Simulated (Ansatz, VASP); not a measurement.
# CaO (Lime) in two plane-wave programs

One calculation is typed for both programs; each brings its own data sets. How far apart do they land? Valence electrons are named where the data sets of a main pair hold unlike numbers.

Main program and level: Ansatz 0.2.0; plane waves, with VASP 6.6.1 beside it; band structure at PBE-EpsX with an exact-exchange share of 0.264 and band structure at r2SCAN0.

## (1) Starting point

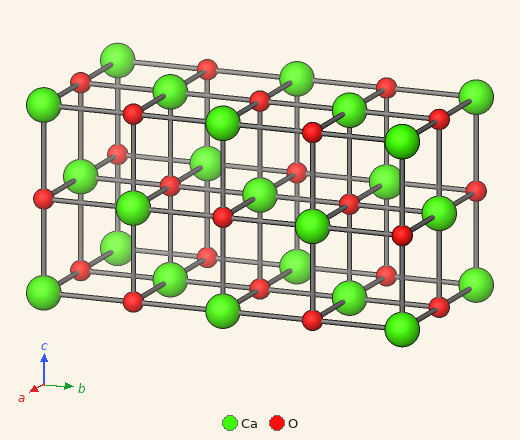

The cell as given, slightly off an axis (calcium green, oxygen red). 1×2×1 cells are drawn. This picture shows the conventional cell, with its axes. Some periodic images of atoms are drawn too.

Structure file:

```xyz
2
Lattice="0.0000 2.4065 2.4065 2.4065 0.0000 2.4065 2.4065 2.4065 0.0000" Properties=species:S:1:pos:R:3 pbc="T T T"
Ca    0.0000    0.0000    0.0000
O     2.4065    2.4065    2.4065
```

## (2) VASP: band structure, PBE-EpsX with an exact-exchange share of 0.264

Levels along a path test the potential and the projectors away from the mesh points.

Lines of VASP's logs that name or quote its potential files are left out, and so is its time.

The run reads the wave functions of an earlier VASP run, which isn't shown here.

The input, INCAR:

```
SYSTEM = CaO
PREC = Accurate
ENCUT = 520
EDIFF = 1E-06
NELM = 100
ISMEAR = 0
SIGMA = 0.02
LREAL = .FALSE.
ALGO = Normal
LHFCALC = .TRUE.
AEXX = 0.264
GGA = PE
LASPH = .TRUE.
NBANDS = 14
PRECFOCK = Fast
HFRCUT = -1
LORBIT = 11
LWAVE = .FALSE.
LCHARG = .FALSE.
KPAR = 4
```

The input, POSCAR:

```
CaO
1.0
    0.0000000000      2.4065000000      2.4065000000
    2.4065000000      0.0000000000      2.4065000000
    2.4065000000      2.4065000000      0.0000000000
Ca O
1 1
Direct
    0.0000000000      0.0000000000      0.0000000000
    0.5000000000      0.5000000000      0.5000000000
```

The input, KPOINTS:

```
Automatic mesh
0
Gamma
5 5 5
0 0 0
```

The input, KPOINTS_OPT:

```
Line mode
6
Line-mode
Reciprocal
  0.00000000   0.00000000   0.00000000 GAMMA
  0.50000000   0.00000000   0.50000000 X

  0.50000000   0.00000000   0.50000000 X
  0.50000000   0.25000000   0.75000000 W

  0.50000000   0.25000000   0.75000000 W
  0.37500000   0.37500000   0.75000000 K

  0.37500000   0.37500000   0.75000000 K
  0.00000000   0.00000000   0.00000000 GAMMA

  0.00000000   0.00000000   0.00000000 GAMMA
  0.50000000   0.50000000   0.50000000 L

  0.50000000   0.50000000   0.50000000 L
  0.62500000   0.25000000   0.62500000 U

  0.62500000   0.25000000   0.62500000 U
  0.50000000   0.25000000   0.75000000 W

  0.50000000   0.25000000   0.75000000 W
  0.50000000   0.50000000   0.50000000 L

  0.50000000   0.50000000   0.50000000 L
  0.37500000   0.37500000   0.75000000 K

  0.62500000   0.25000000   0.62500000 U
  0.50000000   0.00000000   0.50000000 X
```

PAW data sets: Ca_sv and O (PBE family, release 64).

Started as:

```
$ mpirun -np 4 vasp_std
```

Numbers of over 12 decimals in the logs are rounded to 6 here.

Output:

```text
[banner, memory and clock lines left out]
running    4 mpi-ranks, on    1 nodes
 distrk:  each k-point on    1 cores,    4 groups
 distr:  one band on    1 cores,    1 groups

 POSCAR found type information on POSCAR CaO
 POSCAR found :  2 types and       2 ions
 LDA part: xc-table for (Slater+PW92), standard interpolation
 found WAVECAR, reading the header
 POSCAR, INCAR and KPOINTS ok, starting setup
 FFT: planning ... GRIDC
 FFT: planning ... GRID_SOFT
 FFT: planning ... GRID
 HFRCUT set to (new)   9.404513
 reading WAVECAR
 the WAVECAR file was read successfully
 initial charge from wavefunction
 entering main loop
       N       E                     dE             d eps       ncg     rms          rms(c)
DAV:   1    -0.156073917919E+02   -0.15607E+02   -0.24297E-01   280   0.646E+00    0.559E-01
DAV:   2    -0.156052228155E+02    0.21690E-02   -0.36484E-02   328   0.209E+00    0.313E-01
DAV:   3    -0.156040007814E+02    0.12220E-02   -0.61047E-03   304   0.871E-01    0.251E-01
DAV:   4    -0.156034804041E+02    0.52038E-03   -0.68560E-04   362   0.277E-01    0.145E-01
DAV:   5    -0.156032376969E+02    0.24271E-03   -0.44682E-04   316   0.171E-01    0.613E-02
DAV:   6    -0.156031897845E+02    0.47912E-04   -0.45670E-05   316   0.720E-02    0.334E-02
DAV:   7    -0.156031677261E+02    0.22058E-04   -0.81980E-06   392   0.386E-02    0.216E-02
DAV:   8    -0.156031631549E+02    0.45712E-05   -0.33188E-06   362   0.203E-02    0.137E-02
DAV:   9    -0.156031618514E+02    0.13035E-05   -0.13688E-06   230   0.120E-02    0.775E-03
DAV:  10    -0.156031616511E+02    0.20035E-06   -0.52143E-07   140   0.713E-03
   1 F= -.15603162E+02 E0= -.15603162E+02  d E =-.975023E-40
 Start KPOINTS_OPT (optional k-point list driver)
k-point batch [1-10\60]
       N       E                     dE             ncg
DAV:   1    -0.730788032675E+03   -0.53496E+04      280
DAV:   2    -0.216315109850E+04   -0.14324E+04      322
DAV:   3    -0.224739796943E+04   -0.84247E+02      322
DAV:   4    -0.225040885532E+04   -0.30109E+01      444
DAV:   5    -0.225047102108E+04   -0.62166E-01      370
DAV:   6    -0.225047243127E+04   -0.14102E-02      424
DAV:   7    -0.225047249074E+04   -0.59468E-04      334
DAV:   8    -0.225047249156E+04   -0.82617E-06      252
[...]
k-point batch [51-60\60]
       N       E                     dE             ncg
DAV:   1    -0.764224563182E+03   -0.75081E+04      280
DAV:   2    -0.219141386620E+04   -0.14272E+04      304
DAV:   3    -0.227517691146E+04   -0.83763E+02      352
DAV:   4    -0.227803770931E+04   -0.28608E+01      474
DAV:   5    -0.227810835721E+04   -0.70648E-01      388
DAV:   6    -0.227810977607E+04   -0.14189E-02      468
DAV:   7    -0.227810983842E+04   -0.62351E-04      392
DAV:   8    -0.227810983942E+04   -0.99890E-06      346
```

OUTCAR, selected parts (step 2):

```text
ion  position               nearest neighbor table
   1  0.000  0.000  0.000-   2 2.41   2 2.41   2 2.41   2 2.41   2 2.41   2 2.41
   2  0.500  0.500  0.500-   1 2.41   1 2.41   1 2.41   1 2.41   1 2.41   1 2.41

  LATTYP: Found a face centered cubic cell.
 ALAT       =     4.8130000000

 Subroutine GETGRP returns: Found 48 space group operations
 (whereof 48 operations were pure point group operations)

The static configuration has the point symmetry O_h .

 Found     10 irreducible k-points:

   k-points           NKPTS =     10   k-points in BZ     NKDIM =    125   number of bands    NBANDS=     14

   dimension x,y,z NGX =    28 NGY =   28 NGZ =   28
   dimension x,y,z NGXF=    56 NGYF=   56 NGZF=   56

   ENCUT  =  520.0 eV  38.22 Ry    6.18 a.u.   6.33  6.33  6.33*2*pi/ulx,y,z

   NELECT =      16.0000    total number of electrons

 k-points in reciprocal lattice and weights: Automatic mesh
   0.00000000  0.00000000  0.00000000       0.008
   0.20000000  0.00000000  0.00000000       0.064
   0.40000000  0.00000000  0.00000000       0.064
   0.20000000  0.20000000  0.00000000       0.048
   0.40000000  0.20000000  0.00000000       0.192
  -0.40000000  0.20000000  0.00000000       0.192
  -0.20000000  0.20000000  0.00000000       0.096
   0.40000000  0.40000000  0.00000000       0.048
  -0.40000000  0.40000000  0.00000000       0.096
  -0.40000000  0.40000000  0.20000000       0.192

  exchange ACFDT corr.  =         0.00000000  see jH, gK, PRB 81, 115126

 average (electrostatic) potential at core
       1 -38.3939       2 -63.0813

 E-fermi :   0.9758

 k-point     1 :       0.0000    0.0000    0.0000
  band No.  band energies     occupation
    ...
      4     -18.7967      2.00000
      5     -16.3503      2.00000
      6       0.7926      2.00000
      7       0.7926      2.00000
      8       0.7926      2.00000
      9       7.8255      0.00000
     10       9.8934      0.00000
     11       9.8934      0.00000
     12       9.8934      0.00000
     13      11.5233      0.00000
    ...

 k-point     2 :       0.2000    0.0000    0.0000
  band No.  band energies     occupation
    ...
      4     -18.8148      2.00000
      5     -15.7599      2.00000
      6      -0.4052      2.00000
      7       0.2981      2.00000
      8       0.2981      2.00000
      9       9.3807      0.00000
     10       9.8452      0.00000
     11      10.6101      0.00000
     12      10.6101      0.00000
     13      12.4702      0.00000
    ...

 k-point     3 :       0.4000    0.0000    0.0000
  band No.  band energies     occupation
    ...
      4     -18.8430      2.00000
      5     -15.0523      2.00000
      6      -1.8514      2.00000
      7      -0.3800      2.00000
      8      -0.3800      2.00000
      9      10.4335      0.00000
     10      11.5031      0.00000
     11      12.0303      0.00000
     12      12.0303      0.00000
     13      14.1899      0.00000
    ...

  energy-cutoff  :      520.00
  volume of cell :       27.87
      direct lattice vectors                 reciprocal lattice vectors
     0.000000000  2.406500000  2.406500000    -0.207770621  0.207770621  0.207770621
     2.406500000  0.000000000  2.406500000     0.207770621 -0.207770621  0.207770621
     2.406500000  2.406500000  0.000000000     0.207770621  0.207770621 -0.207770621

 POSITION                                       TOTAL-FORCE (eV/Angst)
 -----------------------------------------------------------------------------------
      0.00000      0.00000      0.00000        -0.000000      0.000000      0.000000
      2.40650      2.40650      2.40650         0.000000     -0.000000     -0.000000
 -----------------------------------------------------------------------------------
    total drift:                               -0.000000     -0.000000     -0.000000

  FREE ENERGIE OF THE ION-ELECTRON SYSTEM (eV)
  ---------------------------------------------------
  free  energy   TOTEN  =       -15.6031616511 eV

  energy  without entropy=      -15.6031616511  energy(sigma->0) =      -15.60316165

 total charge
# of ion       s       p       d       tot
------------------------------------------
    1        2.036   5.886   0.254   8.176
    2        1.552   3.488   0.000   5.041
--------------------------------------------------
tot          3.589   9.375   0.254  13.217

[... 3 further parts left out ...]
```

## (3) Ansatz: band structure, PBE-EpsX with an exact-exchange share of 0.264

Ansatz runs on its default PAW (the set named soft_2) files.

The same cell, functional, mesh and smearing now go to Ansatz, which takes its cutoff from its data sets.

The input, input.yaml:

```yaml
crystal:
  lattice:
    - [0.0, 2.4065, 2.4065]
    - [2.4065, 0.0, 2.4065]
    - [2.4065, 2.4065, 0.0]
  atoms:
    - { symbol: Ca, position: [0.0, 0.0, 0.0] }
    - { symbol: O, position: [0.5, 0.5, 0.5] }
hamiltonian:
  xc: { exchange: pbe, correlation: pbe, exx: { coeff: 0.264 } }
  pseudopotentials: { kind: paw }
kpoints:
  mp_grid: { grid: [5, 5, 5] }
  band_path:
    path:
      - [0.0, 0.0, 0.0]
      - [0.5, 0.0, 0.5]
      - [0.5, 0.2, 0.7]
      - [0.4, 0.35, 0.75]
      - [0.15, 0.15, 0.3]
      - [0.2, 0.2, 0.2]
      - [0.55, 0.4, 0.55]
      - [0.6, 0.25, 0.65]
      - [0.5, 0.25, 0.75]
      - [0.5, 0.5, 0.5]
      - [0.375, 0.375, 0.75]
      - [0.5, 0.0, 0.5]
    npoints: 1
scf:
  occupations: { method: gaussian, width: 0.02 }
  n_extra_bands: 7
output:
  forces: true
  stress: true
  eigenvalues: true
```

Started as:

```
$ ansatz run input.yaml --threads 4 --pin off --max-ram 9216MiB --backend cpu --events-out ev --progress --plain --runs-dir out
```

Output:

```text
Warning: output.stress: scf.convergence.dr2_threshold = 1e-7 eV (the SCF's general default) is looser than the 2e-10 eV advised for a printed stress (1e-10 eV for each atom of the cell: 2). What an SCF threshold leaves in a stress goes as its square root, and in the free energy as the threshold itself, and one threshold admits the most on a small cell: [figures from the program's tests cut] Set scf.convergence.dr2_threshold to 2e-10 eV or tighter. The threshold is an SCF's pass mark: one that does not reach it within its budget of iterations ends unconverged, or closes short of it on a stop that the run arms, and scf.convergence.dr2_threshold's page says what that costs each kind of run
Warning: output.stress: scf.exx.energy_threshold = 1e-6 eV is looser than the 2e-8 eV advised for a stress under a hybrid functional (1e-8 eV for each atom of the cell: 2). Every SCF of the exchange loop can meet its threshold on dr2 while the loop round them stops early: no threshold on dr2 bounds what that leaves in the stress. Set scf.exx.energy_threshold to 2e-8 eV or tighter. The threshold is the loop's pass mark: a loop that does not reach it within its budget of cycles ends unconverged, and scf.exx.energy_threshold's page has the law
scf.n_extra_bands = 7 over 8 filled bands (N_el = 16.0): the run solves 15 bands
Engine: ansatz 0.2.0, x86_64-unknown-linux-gnu
Pseudopotentials: kind: paw
Pseudopotential: Ca, paw, valence charge 10, recommended cutoff 420 eV (normal), Ca.paw.azcp
Pseudopotential: O, paw, valence charge 6, recommended cutoff 420 eV (normal), O.paw.azcp
Functional definition: unnamed
  parameter a_1 = 0.264
  exchange = (1 - a_1)*pbe_x + a_1*exact_x
  correlation = pbe_c
Crystal: 2 atoms, lattice volume = 27.873 Å³
Basis set: ecut = 420 eV, 537 PW (Γ), exchange–correlation on 48×48×48 points (8 copies of the dense FFT grid, shifted against one another)
Bands: 15, of which v1, the nominal top of the filled ones, is band 8 counted from 1 (7 counted from 0)
Symmetry: 48 space group operations
Space group: Fm-3m (ITA 225), of the structure as read, at distance tolerance 3.0e-5 Å
k-points: 10 of 125
Non-local potential: Ca, projectors of the file, l = 0: 3, l = 1: 2, l = 2: 2
Non-local potential: O, projectors of the file, l = 0: 2, l = 1: 2, l = 2: 1
PAW form: soft (Blöchl's): semilocal exchange-correlation on the pseudo side does not see the compensation charge
PAW frozen core: Ca, regenerated for the run's functional, and the local potential with it (the file was generated under x = pbe(κ = 0.804, μ = 0.219515), c = pbe(β = 0.066725))
PAW frozen core: O, regenerated for the run's functional, and the local potential with it (the file was generated under x = pbe(κ = 0.804, μ = 0.219515), c = pbe(β = 0.066725))
PAW one-centre angular grid: Ca, 110 points (default); XC on 64 Gauss nodes
PAW one-centre angular grid: O, 110 points (default); XC on 64 Gauss nodes
Initial density: superposition of atomic densities (neutral atoms: chi_scale 0, normalization atom), corrected by the library's trained network
Initial wavefunctions: pseudopotential atomic-orbital guess
Functional: x = pbe(κ = 0.804, μ = 0.219515), c = pbe(β = 0.066725), warm-up for x = 0.736 pbe(κ = 0.804, μ = 0.219515) + 0.264 exact, c = pbe(β = 0.066725)
SCF iter   1: F=—  HF=-2387.721550 eV  |F-HF|=—  |Δ(HF+E_count)|=         —  Δρ=5.94e-4  dr2=4.88e-5  ethr=1.77e-3  ⟨swp⟩=2.0  Hψ=1048  notcnv=0
preconditioner: auto → none  [insulator: Δε(μ)=3.834 eV  Ē_g=19.953 eV  σ=0.020 eV  W_gap=1.00  n_scr=8 (ndim 8)  ℏωp=26.3 eV  f_vac=0.000  D(μ)=0.00/eV (n_scr^D=0)]
SCF iter   2: F=-2387.721759 eV  HF=-2387.721705 eV  |F-HF|=5.38e-5  |Δ(HF+E_count)|=   1.55e-4  Δρ=2.57e-4  dr2=8.44e-6  ethr=3.05e-7  ⟨swp⟩=3.7  Hψ=384  notcnv=0  defer=4
SCF 1 stopped early in 2 iterations: F = -2387.721759 eV  dr2 = 8.44e-6
  greatest PAW one-centre occupation: 0.995 electrons in one spin orbital (limit 2), on the Ca atom at site 0 (counted from 0), in its partial waves of l = 0
Initial density: handed on by an earlier stage of this run
Initial wavefunctions: those handed on with the density
Functional: x = 0.736 pbe(κ = 0.804, μ = 0.219515) + 0.264 exact, c = pbe(β = 0.066725)
Frozen-core exchange: fock
SCF iter   1: F=—  HF=-2388.706319 eV  |F-HF|=—  |Δ(HF+E_count)|=         —  Δρ=9.76e-3  dr2=4.37e-2  ethr=5.27e-7  ⟨swp⟩=6.3  Hψ=754  notcnv=0
preconditioner: auto → none  [insulator: Δε(μ)=6.614 eV  Ē_g=23.822 eV  σ=0.020 eV  W_gap=1.00  n_scr=8 (ndim 8)  ℏωp=26.3 eV  f_vac=0.000  D(μ)=0.00/eV (n_scr^D=0)]
SCF iter   2: F=—  HF=-2388.695282 eV  |F-HF|=—  |Δ(HF+E_count)|=   1.10e-2  Δρ=9.01e-3  dr2=1.57e-2  ethr=5.27e-7  ⟨swp⟩=4.8  Hψ=561  notcnv=0
SCF iter   3: F=—  HF=-2388.691894 eV  |F-HF|=—  |Δ(HF+E_count)|=   3.39e-3  Δρ=2.22e-3  dr2=2.43e-3  ethr=5.27e-7  ⟨swp⟩=4.1  Hψ=469  notcnv=0
SCF iter   4: F=—  HF=-2388.700554 eV  |F-HF|=—  |Δ(HF+E_count)|=   8.66e-3  Δρ=1.35e-3  dr2=8.38e-4  ethr=5.27e-7  ⟨swp⟩=4.0  Hψ=460  notcnv=0
SCF iter   5: F=—  HF=-2388.700306 eV  |F-HF|=—  |Δ(HF+E_count)|=   2.48e-4  Δρ=2.06e-4  dr2=2.64e-5  ethr=5.27e-7  ⟨swp⟩=3.0  Hψ=320  notcnv=0
SCF iter   6: F=-2388.700415 eV  HF=-2388.700415 eV  |F-HF|=5.82e-7  |Δ(HF+E_count)|=   1.09e-4  Δρ=1.15e-4  dr2=4.12e-6  ethr=6.77e-8  ⟨swp⟩=3.8  Hψ=324  notcnv=0
SCF 2 stopped early in 6 iterations: F = -2388.700415 eV  dr2 = 4.12e-6
  greatest PAW one-centre occupation: 0.996 electrons in one spin orbital (limit 2), on the Ca atom at site 0 (counted from 0), in its partial waves of l = 0
hybrid outer 1: dexx = +1.045e-2 eV, tail = 2.56e-5 eV
Frozen-core exchange: fock
SCF iter   1: F=—  HF=-2388.700523 eV  |F-HF|=—  |Δ(HF+E_count)|=         —  Δρ=6.68e-5  dr2=5.14e-7  ethr=8.00e-7  ⟨swp⟩=3.9  Hψ=368  notcnv=0
preconditioner: auto → none  [insulator: Δε(μ)=6.393 eV  Ē_g=23.746 eV  σ=0.020 eV  W_gap=1.00  n_scr=8 (ndim 8)  ℏωp=26.3 eV  f_vac=0.000  D(μ)=0.00/eV (n_scr^D=0)]
SCF iter   2: F=—  HF=-2388.700523 eV  |F-HF|=—  |Δ(HF+E_count)|=   4.17e-7  Δρ=2.49e-5  dr2=1.43e-7  ethr=2.88e-9  ⟨swp⟩=3.9  Hψ=305  notcnv=0
iter 3 solved again at ethr=1.61e-11 eV; its pass at ethr=8.04e-10 eV (dr2=2.57e-9 eV) is discarded
SCF iter   3: F=-2388.700523 eV  HF=-2388.700523 eV  |F-HF|=4.54e-9  |Δ(HF+E_count)|=   2.65e-8  Δρ=7.00e-6  dr2=4.02e-9  ethr=1.61e-11  ⟨swp⟩=3.1  Hψ=613  notcnv=0
SCF 3 converged in 3 iterations: F = -2388.700523 eV  dr2 = 4.02e-9
  Residual-converged pass: ⟨swp⟩=2.8  Hψ=240  notcnv=0  max |occ|·‖R‖ = 2.4e-6 eV (tolerance 2.4e-6 eV)  dr2=4.04e-9  dr2_onsite=4.99e-10  max |Δocc| = 0.0e0
hybrid outer 2: dexx = +3.896e-7 eV, tail = 1.67e-8 eV, Δε = 3.15e-3 eV (about 1.11e-4 eV left of the loop's levels)
NSCF: frozen V_eff on 12 k-points
hybrid SCF converged: 2 outer / 9 inner (+2 warm-up), last move |dexx| = 3.90e-7 eV, tail = 1.67e-8 eV
Stability not checked: this state was not tested for a lower state beside it, because the functional holds exact exchange (a hybrid, or Hartree-Fock), whose exchange loop this test does not read (fock_operator; see scf.lower_state_search)
Free energy (F): -2388.700523 eV
Frozen-core exchange: fock
Harris-Foulkes:  -2388.700523 eV  (|F-HF|=4.54e-9)
Internal energy: -2388.700523 eV  (E = F + TS)
E sigma→0 (E₀):  -2388.700523 eV
Fermi energy:    9.305623 eV
--- Per-component energies (eV) ---
  E_band       = -142.713126
  E_kinetic    = 456.981348
  E_local      = -892.724655  (includes V_loc(G=0)·N_el)
  E_nonlocal   = 109.958734
  E_hartree    = 296.444264
  E_xc         = -161.673556
  E_vxc        = -203.353013  (∫ρ·V_xc dr)
  E_exx        = -58.047937  (= α·E_x^exact, valence–valence)
  E_paw        = -1011.081261  (= ΣΔE_a)
  E_vpaw       = -90.370572  (= ΣTr[D̂ρ^β])
  E_aug_tail   = 0.002412  (compensation charges beyond the density's cutoff)
  E_ewald      = -1128.379897
  E_core_change = -0.179977  (= ΣΔE_core)
  E_smearing   = -0.000000  (= −TS)
  E_closure    = 0.000001  (closes the sum)
  Σ components = -2388.700523   (vs F -2388.700523, Δ=0.00e0)
--- Forces (eV/Å), atoms counted from 1 ---
  atom   1  Ca    -0.00000000     0.00000000     0.00000000
  atom   2  O      0.00000000    -0.00000000     0.00000000
  max |Σ_I F_I| component: 1.83e-29 eV/Å
--- Stress (GPa, compression-positive) ---
       -1.252604       0.000000      -0.000000
        0.000000      -1.252604       0.000000
       -0.000000       0.000000      -1.252604
  P = ⅓ Tr σ = -1.2526 GPa (-12.526 kbar)
--- Band table (eV; the first three rows and the last of 10) ---
  k-point 0: bands = [... 4 lower, -11.0173, 6.1089, 6.1089, 6.1089, 13.1678, 15.2149, 15.2149, 15.2149, ... 3 higher]
  k-point 1: bands = [... 4 lower, -10.4338, 4.9200, 5.6212, 5.6212, 14.7127, 15.1663, 15.9273, 15.9273, ... 3 higher]
  k-point 2: bands = [... 4 lower, -9.7349, 3.4836, 4.9490, 4.9490, 15.7517, 16.8272, 17.3411, 17.3411, ... 3 higher]
  k-point 9: bands = [... 4 lower, -10.2103, 4.3609, 4.9831, 5.1296, 14.4620, 16.1995, 17.6644, 18.5788, ... 3 higher]
```

Wall time 7.7 s (4 threads of AMD EPYC 9R14 (Zen 4), shared host); peak memory 0.57 GiB; 27 s of CPU time.

The column dr2 measures how far the density is from self-consistency, as an energy; F and HF (Harris–Foulkes) agree once it is small.

(Continued in part 2 of 2.)

[Lines on the potential files, build, host, timing and source positions are cut from VASP's logs without a mark.]

[Logs are printed without paths, hosts, clocks, repeated set-up lines and the standing remarks that a program may print on its own settings, such as how far it seeks lower states.]

[Hosts, paths, dates, database ids (printed as entryN), source tags and the programs' standing remarks are cut or masked in the printed files.]
